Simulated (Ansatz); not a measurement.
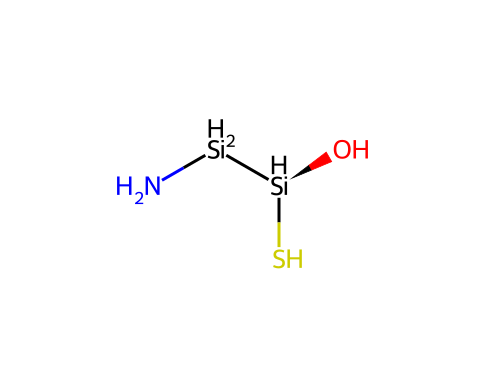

Figure made from data computed with Ansatz.

Q: Write the SMILES.

A: N[SiH2][Si@@H](O)S

Q: Give the formula, hydrogens included.

A: H7NOSSi2.

Q: An optimisation with PBE0-D4/def2-TZVP gave a structure of which point group?

A: C1.
